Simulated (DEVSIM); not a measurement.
Device: Al/Al2O3/n-Si capacitor, at 300 K.

```tsv
layer (left to right)	material	thickness (nm)	Nd (cm⁻³)
1	Al2O3	15.0	-
2	Si	350	2.7e18
```

Metal gate on the left, work function 4.1 eV. Fixed charge at the semiconductor interface 2e10 cm⁻² (in units of +e); no interface traps.

This is a model device: material constants are rounded textbook-type values typed into the input, and sizes, dopings and lifetimes were drawn at random. Values at 300 K.

```
parameter      Al2O3       Si
-------------  -----  -------
gap (eV)         6.8    1.124
affinity (eV)   1.35     4.05
permittivity       9     11.7
Nc (cm⁻³)          -  2.86e19
Nv (cm⁻³)          -   3.1e19
```

DEVSIM, 1D Poisson equation in equilibrium, Boltzmann statistics, complete ionisation; no quantum confinement or tunnelling. Metal contacts follow the ideal Schottky-Mott rule: no Fermi-level pinning, no interface dipoles.

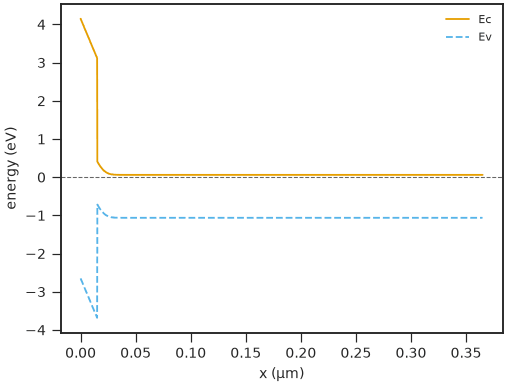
Figure: Band edges at -1.4 V on the gate

Energies count from the Fermi level of the right contact; mesh points crowd at the junctions.

```tsv
x (μm)	Ec (eV)	Ev (eV)	n (cm⁻³)	p (cm⁻³)	field (V/cm)
0.000	4.150	-2.650	< 1e2	< 1e2	-690000
0.0009948	4.082	-2.718	< 1e2	< 1e2	-690000
0.002591	3.972	-2.828	< 1e2	< 1e2	-690000
0.005452	3.775	-3.025	< 1e2	< 1e2	-690000
0.01059	3.421	-3.379	< 1e2	< 1e2	-690000
0.01302	3.254	-3.546	< 1e2	< 1e2	-690000
0.01437	3.161	-3.639	< 1e2	< 1e2	-690000
0.01552	0.391	-0.733	7.7e12	1.5e7	-500000
0.01704	0.319	-0.805	1.2e14	950000	-440000
0.01991	0.210	-0.914	8.5e15	14000	-320000
0.02498	0.099	-1.025	6.1e17	190	-120000
0.03970	0.061	-1.063	2.7e18	< 1e2	-540
0.06289	0.061	-1.063	2.7e18	< 1e2	≈ 0
0.1069	0.061	-1.063	2.7e18	< 1e2	≈ 0
0.2222	0.061	-1.063	2.7e18	< 1e2	≈ 0
0.2877	0.061	-1.063	2.7e18	< 1e2	≈ 0
0.3248	0.061	-1.063	2.7e18	< 1e2	≈ 0
0.3443	0.061	-1.063	2.7e18	< 1e2	≈ 0
0.3568	0.061	-1.063	2.7e18	< 1e2	≈ 0
0.3610	0.061	-1.063	2.7e18	< 1e2	≈ 0
0.3635	0.061	-1.063	2.7e18	< 1e2	≈ 0
0.3650	0.061	-1.063	2.7e18	< 1e2	≈ 0
```
